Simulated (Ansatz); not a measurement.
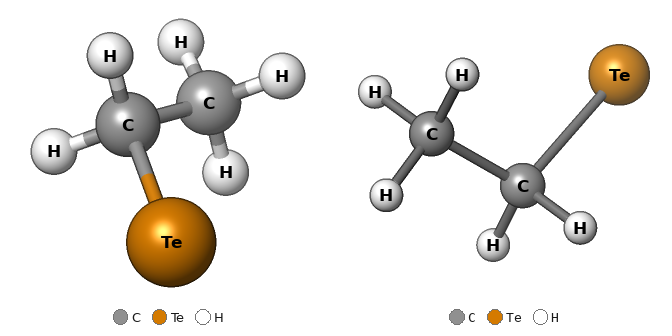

Both panels show the same species.

The species is neutral and a spin doublet.

Count the atoms of each element.

C₂H₅Te, 8 atoms: 2 carbon, 5 hydrogen and 1 tellurium.

How many atoms are distinct by symmetry?

6: 1 C, 1 C, 1 Te, 1 H, 2 H, 2 H.

What is the point group of this geometry?

Cs.

Give a SMILES string for it.

CC[Te]

How many bonds of each kind are drawn?

5 C–H, 1 C–C, 1 C–Te.

More results for the same structure follow; atom numbers are the same in all pictures, views and colours differ. The computed structure is the end point of a PBE0-D4/def2-TZVP optimisation.

## Shape

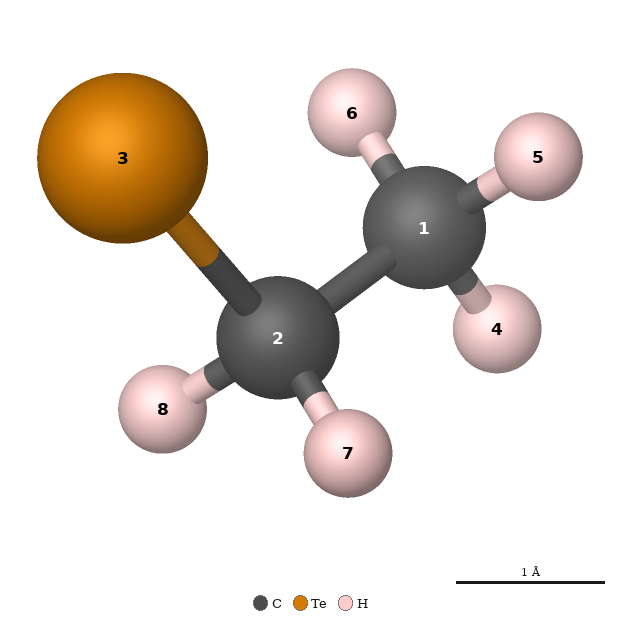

The atoms are numbered.

Give the bond lengths.

```tsv
bond	length (Å)	order
C1–C2	1.513	single
C1–H4	1.095	single
C1–H5	1.091	single
C1–H6	1.091	single
C2–Te3	2.148	single
C2–H7	1.092	single
C2–H8	1.092	single
```

## Electronic properties

Properties computed with UKS PBE0-D4/def2-SVP, core potentials on Te (Ansatz 0.2.0).

Estimate the ⟨S²⟩ of the determinant.

0.753.

Estimate the dispersion correction.

−11.7 kJ/mol.

Estimate the HOMO energy (Kohn–Sham orbital).

−5.74 eV.

## Thermal motion

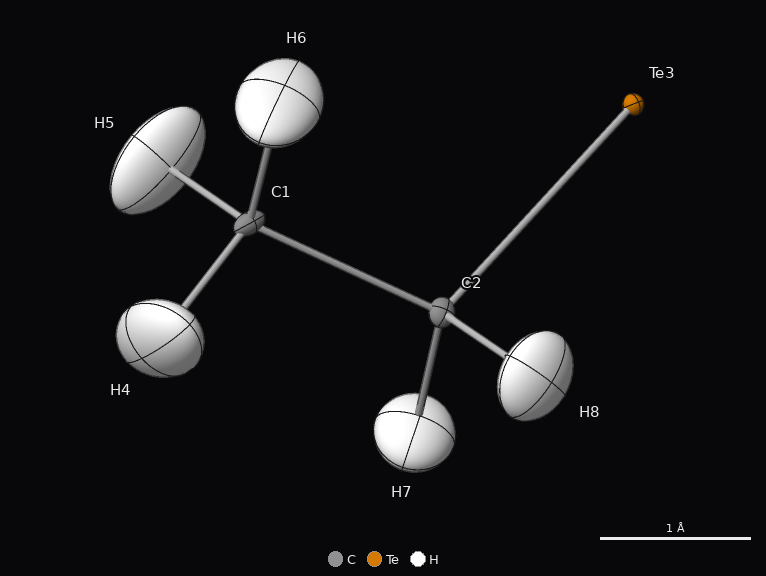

Displacement ellipsoids at the 50 % level, enlarged 1.5 times, from the internal vibrations of the free molecule (harmonic, no overall translation or rotation; no half-axis is drawn under 0.075 Å). Vibrations computed with UKS PBE0-D4/def2-TZVP, core potentials on Te (Ansatz 0.2.0). Temperature: 100 K.

List U_eq and the three principal root-mean-square amplitudes for each kind of atom.

```json
{"atom": "C1", "U_eq (Å²)": "0.0014", "rms amplitudes (Å)": "0.018, 0.024, 0.057"}
{"atom": "C2", "U_eq (Å²)": "0.0016", "rms amplitudes (Å)": "0.033, 0.040, 0.046"}
{"atom": "Te3", "U_eq (Å²)": "0.00003", "rms amplitudes (Å)": "0.002, 0.003, 0.009"}
{"atom": "H4", "U_eq (Å²)": "0.0190", "rms amplitudes (Å)": "0.088, 0.125, 0.183"}
{"atom": "H5, H6", "U_eq (Å²)": "0.0179", "rms amplitudes (Å)": "0.073, 0.123, 0.182"}
{"atom": "H7, H8", "U_eq (Å²)": "0.0130", "rms amplitudes (Å)": "0.077, 0.119, 0.138"}
```

## Vibrations

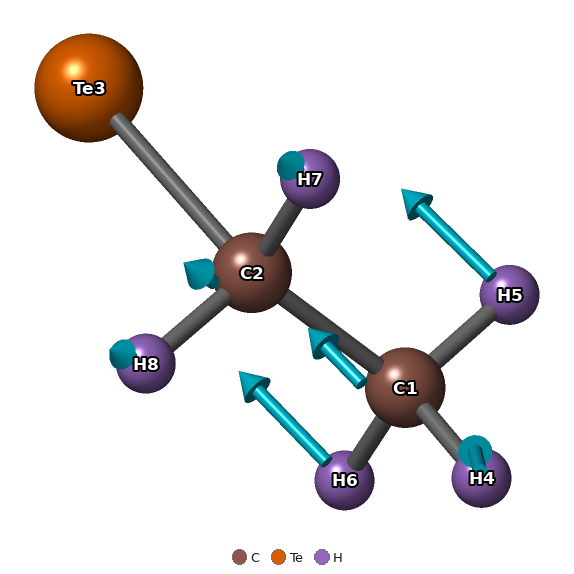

The arrows show one normal mode. Harmonic vibrations computed with UKS PBE0-D4/def2-TZVP, core potentials on Te (Ansatz 0.2.0) at a stationary point of the same level.

Estimate its harmonic wavenumber.

252 cm⁻¹; it is mode 2 of 18 counted from the lowest.
